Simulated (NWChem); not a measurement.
Energy and gradient calculation of PN

The run: energy and gradient calculation of PN (phosphorous nitride). Method and program: PBE/aug-cc-pVTZ, RKS (NWChem 7.3.0).

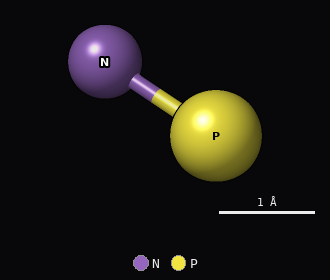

Figure 1. The structure as given in the input (ball-and-stick view, seen at an oblique angle).

The input
```
start np
title "phosphorous nitride"
memory stack 880 mb heap 220 mb global 1100 mb
charge 0

geometry units angstrom noautosym nocenter noautoz
   N        0.000000       0.000000       0.000000
   P        0.000000       0.000000       1.490866
end

basis spherical bse
   * library aug-cc-pVTZ
end

dft
   xc xpbe96 cpbe96
   grid fine
   convergence energy 1e-08
   maxiter 100
   mulliken
   noprint "final vectors analysis"
end

task dft gradient
```

Command:
```bash
nwchem np.nw > np.out
```

What the program printed
```
Northwest Computational Chemistry Package (NWChem) 7.3.0
             --------------------------------------------------------

           Job information
           ---------------

    nwchem branch   = 7.3.0
    use scalapack   = T
    input           = np.nw
    prefix          = np.
    data base       = ./np.db
    status          = startup
    nproc           =        1

           Memory information
           ------------------

    heap     =     28835834 doubles =      220.0 Mbytes
    stack    =    115343359 doubles =      880.0 Mbytes
    global   =    144179200 doubles =     1100.0 Mbytes (distinct from heap & stack)
    total    =    288358393 doubles =     2200.0 Mbytes
    verify   = yes
    hardfail = no

           Directory information
           ---------------------

  0 permanent = .
  0 scratch   = .

                                NWChem Input Module
                                -------------------

                                phosphorous nitride
                                -------------------

 Scaling coordinates for geometry "geometry" by  1.889725989
 (inverse scale =  0.529177249)

                             Geometry "geometry" -> ""
                             -------------------------

 Output coordinates in angstroms (scale by  1.889725989 to convert to a.u.)

  No.       Tag          Charge          X              Y              Z
 ---- ---------------- ---------- -------------- -------------- --------------
    1 N                    7.0000     0.00000000     0.00000000     0.00000000
    2 P                   15.0000     0.00000000     0.00000000     1.49086600

      Atomic Mass
      -----------

      N                 14.003070
      P                 30.973760

 Effective nuclear repulsion energy (a.u.)      37.2693529432

            Nuclear Dipole moment (a.u.)
            ----------------------------
        X                 Y               Z
 ---------------- ---------------- ----------------
     0.0000000000     0.0000000000    42.2599233854

            XYZ format geometry
            -------------------
     2
 geometry
 N                     0.00000000     0.00000000     0.00000000
 P                     0.00000000     0.00000000     1.49086600

 ==============================================================================
                                internuclear distances
 ------------------------------------------------------------------------------
       center one      |      center two      | atomic units |  angstroms
 ------------------------------------------------------------------------------
    2 P                |   1 N                |     2.81733  |     1.49087
 ------------------------------------------------------------------------------
                         number of included internuclear distances:          1
 ==============================================================================

 Summary of "ao basis" -> "" (spherical)
 ------------------------------------------------------------------------------
       Tag                 Description            Shells   Functions and Types
 ---------------- ------------------------------  ------  ---------------------
 *                        aug-cc-pVTZ                 on all atoms

  pbe96 is a nonlocal functional; adding pw91lda local functional.

                                 NWChem DFT Module
                                 -----------------

                                phosphorous nitride

                      Basis "ao basis" -> "ao basis" (spherical)
                      -----
  [basis functions not shown]

 Summary of "ao basis" -> "ao basis" (spherical)
 ------------------------------------------------------------------------------
       Tag                 Description            Shells   Functions and Types
 ---------------- ------------------------------  ------  ---------------------
 N                        aug-cc-pVTZ               14       46   5s4p3d2f
 P                        aug-cc-pVTZ               16       50   6s5p3d2f

 Summary of "ao basis" -> "ao basis" (spherical)
 ------------------------------------------------------------------------------
       Tag                 Description            Shells   Functions and Types
 ---------------- ------------------------------  ------  ---------------------
 N                        aug-cc-pVTZ               14       46   5s4p3d2f
 P                        aug-cc-pVTZ               16       50   6s5p3d2f

  Caching 1-el integrals
  itol2e modified to match energy
  convergence criterion.
  tol_rho modified to match energy
  convergence criterion.

            General Information
            -------------------
          SCF calculation type: DFT
          Wavefunction type:  closed shell.
          No. of atoms     :     2
          No. of electrons :    22
           Alpha electrons :    11
            Beta electrons :    11
          Charge           :     0
          Spin multiplicity:     1
          Use of symmetry is: off; symmetry adaption is: off
          Maximum number of iterations: 100
          AO basis - number of functions:    96
                     number of shells:    30
          Convergence on energy requested:  1.00D-08
          Convergence on density requested:  1.00D-05
          Convergence on gradient requested:  5.00D-04

              XC Information
              --------------
          PerdewBurkeErnzerhof Exchange Functional  1.000
            Perdew 1991 LDA Correlation Functional  1.000 local
           PerdewBurkeErnz. Correlation Functional  1.000 non-local

             Grid Information
             ----------------
          Grid used for XC integration:  fine
          Radial quadrature: Mura-Knowles
          Angular quadrature: Lebedev.
          Tag              B.-S. Rad. Rad. Pts. Rad. Cut. Ang. Pts.
          ---              ---------- --------- --------- ---------
          N                   0.65       70          11.0       590
          P                   1.00      123          11.0       770
          Grid pruning is: on
          Number of quadrature shells:   193
          Spatial weights used:  Erf1

          Convergence Information
          -----------------------
          Convergence aids based upon iterative change in
          total energy or number of iterations.
          Levelshifting, if invoked, occurs when the
          HOMO/LUMO gap drops below (HL_TOL):  1.00D-02
          DIIS, if invoked, will attempt to extrapolate
          using up to (NFOCK): 10 stored Fock matrices.

                    Damping( 0%)  Levelshifting(0.5)       DIIS
                  --------------- ------------------- ---------------
          dE  on:    start            ASAP                start
          dE off:    2 iters        100 iters           100 iters

      Screening Tolerance Information
      -------------------------------
          Density screening/tol_rho:  1.00D-11
          AO Gaussian exp screening on grid/accAOfunc:  18
          CD Gaussian exp screening on grid/accCDfunc:  20
          XC Gaussian exp screening on grid/accXCfunc:  20
          Schwarz screening/accCoul:  1.00D-09

      Superposition of Atomic Density Guess
      -------------------------------------

 Sum of atomic energies:        -394.96798419

      Non-variational initial energy
      ------------------------------

 Total energy =    -395.168340
 1-e energy   =    -618.965814
 2-e energy   =     186.528121
 HOMO         =      -0.349506
 LUMO         =      -0.062926

   Time after variat. SCF:      1.5

     ---------------------------------------------
      Total Density - Mulliken Population Analysis
     ---------------------------------------------

    Atom       Charge   Shell Charges
 -----------   ------   -------------------------------------------------------
    1 N    7     7.97   1.95  0.24  1.05  0.58  0.04  0.98  1.86  1.15  0.06  0.00  0.03  0.02  0.00  0.00
    2 P   15    14.03   2.00  1.91  0.17  1.12  0.68  0.03  5.75  0.49  1.28  0.47  0.00  0.07  0.05 -0.01  0.02 -0.01
   Time prior to 1st pass:      1.5

 Grid_pts file          = ./np.gridpts.0
 Record size in doubles =  12289        No. of grid_pts per rec  =   3070
 Max. records in memory =     55        Max. recs in file   = *********

           Memory utilization after 1st SCF pass:
           Heap Space remaining (MW):        0.00                 104
          Stack Space remaining (MW):      115.34           115342756

   convergence    iter        energy       DeltaE   RMS-Dens  Diis-err    time
 ---------------- ----- ----------------- --------- --------- ---------  ------
 d= 0,ls=0.0,diis     1   -395.7956832661 -4.33D+02  1.40D-02  7.56D-01     3.8
 d= 0,ls=0.0,diis     2   -394.5087250881  1.29D+00  1.21D-02  8.01D+00     6.0
 d= 0,ls=0.0,diis     3   -395.8646325733 -1.36D+00  1.21D-03  1.71D-01     9.1
 d= 0,ls=0.0,diis     4   -395.8804566961 -1.58D-02  7.18D-04  2.60D-02    11.8
 d= 0,ls=0.0,diis     5   -395.8840330819 -3.58D-03  2.39D-04  2.11D-03    14.8
  Resetting Diis
 d= 0,ls=0.0,diis     6   -395.8842832933 -2.50D-04  4.85D-05  8.52D-05    17.7
 d= 0,ls=0.0,diis     7   -395.8842975847 -1.43D-05  6.62D-06  2.54D-07    20.6
 d= 0,ls=0.0,diis     8   -395.8842974251  1.60D-07  6.13D-06  1.45D-06    23.6
 d= 0,ls=0.0,diis     9   -395.8842975620 -1.37D-07  2.33D-06  5.22D-07    26.4
 d= 0,ls=0.0,diis    10   -395.8842976224 -6.05D-08  1.31D-07  7.81D-10    29.2
 d= 0,ls=0.0,diis    11   -395.8842976225 -9.83D-11  3.07D-08  3.32D-11    31.4

         Total DFT energy =     -395.884297622533
      One electron energy =     -619.923643382484
           Coulomb energy =      216.573461198657
    Exchange-Corr. energy =      -29.803468381873
 Nuclear repulsion energy =       37.269352943167

 Numeric. integr. density =       21.999999977934

     Total iterative time =     29.8s

     ---------------------------------------------
      Total Density - Mulliken Population Analysis
     ---------------------------------------------

    Atom       Charge   Shell Charges
 -----------   ------   -------------------------------------------------------
    1 N    7     7.52   1.94  0.25  1.00  0.61  0.07  0.92  1.57  0.98  0.07  0.00  0.04  0.05  0.00  0.00
    2 P   15    14.48   2.00  1.84  0.23  1.12  0.62  0.03  5.75  0.62  1.64  0.52 -0.00  0.07  0.04 -0.01  0.02 -0.01

     -------------------------------------------
      Total Density - Lowdin Population Analysis
     -------------------------------------------

    Atom       Charge   Shell Charges
 -----------   ------   -------------------------------------------------------
    1 N    7     7.55   1.59  0.48  0.78  0.40  0.17  0.88  1.49  1.07  0.25  0.00  0.07  0.25  0.00  0.11
    2 P   15    14.45   1.98  1.32  0.51  0.89  0.44  0.17  5.00  1.12  1.60  0.75  0.08  0.06  0.19  0.12  0.05  0.13

 center of mass
 --------------
 x =   0.00000000 y =   0.00000000 z =   1.94018227

 moments of inertia (a.u.)
 ------------------
          76.542604986718           0.000000000000           0.000000000000
           0.000000000000          76.542604986718           0.000000000000
           0.000000000000           0.000000000000           0.000000000000

     Multipole analysis of the density
     ---------------------------------

     L   x y z        total         alpha         beta         nuclear
     -   - - -        -----         -----         ----         -------
     0   0 0 0     -0.000000    -11.000000    -11.000000     22.000000

     1   1 0 0     -0.000000     -0.000000     -0.000000      0.000000
     1   0 1 0      0.000000      0.000000      0.000000      0.000000
     1   0 0 1      1.049085    -20.605419    -20.605419     42.259923

     2   2 0 0    -13.106111     -6.553056     -6.553056      0.000000
     2   1 1 0     -0.000000     -0.000000     -0.000000      0.000000
     2   1 0 1     -0.000000     -0.000000     -0.000000      0.000000
     2   0 2 0    -13.106111     -6.553056     -6.553056      0.000000
     2   0 1 1      0.000000      0.000000      0.000000      0.000000
     2   0 0 2    -10.988092    -65.024083    -65.024083    119.060075

            General Information
            -------------------
          SCF calculation type: DFT
          Wavefunction type:  closed shell.
          No. of atoms     :     2
          No. of electrons :    22
           Alpha electrons :    11
            Beta electrons :    11
          Charge           :     0
          Spin multiplicity:     1
          Use of symmetry is: off; symmetry adaption is: off
          Maximum number of iterations: 100
          AO basis - number of functions:    96
                     number of shells:    30
          Convergence on energy requested:  1.00D-08
          Convergence on density requested:  1.00D-05
          Convergence on gradient requested:  5.00D-04

              XC Information
              --------------
          PerdewBurkeErnzerhof Exchange Functional  1.000
            Perdew 1991 LDA Correlation Functional  1.000 local
           PerdewBurkeErnz. Correlation Functional  1.000 non-local

             Grid Information
             ----------------
          Grid used for XC integration:  fine
          Radial quadrature: Mura-Knowles
          Angular quadrature: Lebedev.
          Tag              B.-S. Rad. Rad. Pts. Rad. Cut. Ang. Pts.
          ---              ---------- --------- --------- ---------
          N                   0.65       70          11.0       590
          P                   1.00      123          11.0       770
          Grid pruning is: on
          Number of quadrature shells:   193
          Spatial weights used:  Erf1

          Convergence Information
          -----------------------
          Convergence aids based upon iterative change in
          total energy or number of iterations.
          Levelshifting, if invoked, occurs when the
          HOMO/LUMO gap drops below (HL_TOL):  1.00D-02
          DIIS, if invoked, will attempt to extrapolate
          using up to (NFOCK): 10 stored Fock matrices.

                    Damping( 0%)  Levelshifting(0.5)       DIIS
                  --------------- ------------------- ---------------
          dE  on:    start            ASAP                start
          dE off:    2 iters        100 iters           100 iters

      Screening Tolerance Information
      -------------------------------
          Density screening/tol_rho:  1.00D-11
          AO Gaussian exp screening on grid/accAOfunc:  18
          CD Gaussian exp screening on grid/accCDfunc:  20
          XC Gaussian exp screening on grid/accXCfunc:  20
          Schwarz screening/accCoul:  1.00D-09

                            NWChem DFT Gradient Module
                            --------------------------

                                phosphorous nitride

  charge          =   0.00
  wavefunction    = closed shell

                         DFT ENERGY GRADIENTS

    atom               coordinates                        gradient
                 x          y          z           x          y          z
   1 N       0.000000   0.000000   0.000000    0.000000   0.000000   0.017752
   2 P       0.000000   0.000000   2.817328   -0.000000  -0.000000  -0.017752

                 ----------------------------------------
                 |  Time  |  1-e(secs)   |  2-e(secs)   |
                 ----------------------------------------
                 |  CPU   |       0.01   |      23.80   |
                 ----------------------------------------
                 |  WALL  |       0.01   |      23.80   |
                 ----------------------------------------

 Task  times  cpu:       55.7s     wall:       55.7s
 Total times  cpu:       55.7s     wall:       55.7s
```

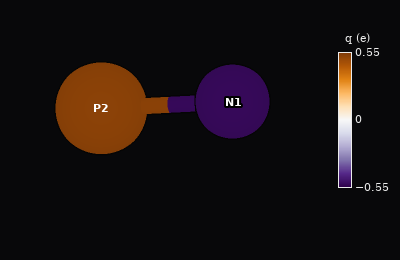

Figure 2. Mulliken charges, as the colour of each atom (ball-and-stick view, seen at a tilt; atoms are numbered from 1 in the order of the input). By element: N −0.52 and P +0.52 e.

Results in brief

```tsv
quantity	value
outcome	converged
total energy	−395.884298 hartree
basis functions	96
largest force	0.913 eV/Å
dipole moment	2.67 D
hardware	1 thread of Intel Xeon (Sapphire Rapids), 16 GiB of memory available, shared host
wall time	56 s
peak memory	0.12 GiB
```
